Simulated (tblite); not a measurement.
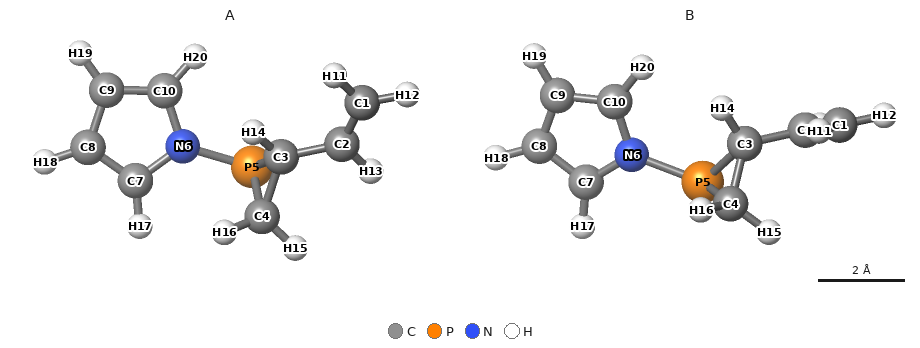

Two geometries of C₈H₁₀NP, drawn at one scale. One is the start of a relaxation, the other its converged end. The picture is a ball-and-stick view, seen at a tilt.

The calculation used GFN2-xTB geometry optimisation, gas phase (tblite). 

Q: Which of the two is the end point?

A: Structure A is the relaxed one. H11 moves most after the best rigid fit: 1.46 Å. Largest moves by element: H 1.46 Å, C 0.79 Å, P 0.64 Å, N 0.33 Å. Some distances before and after: P5–N6 1.792 → 1.729 Å, C8–C9 1.352 → 1.414 Å, C4–H16 1.134 → 1.082 Å, N6–C7 1.329 → 1.370 Å. Bond angles that change, for instance: C4–P5–N6 121.2° → 98.9°, C3–P5–N6 112.9° → 97.9°, C8–C7–H17 121.5° → 130.5°. Groups turn about C2–C3 by about 75°, P5–N6 by about 45°. Over 135 geometry steps the energy falls by 107.6 kJ/mol.
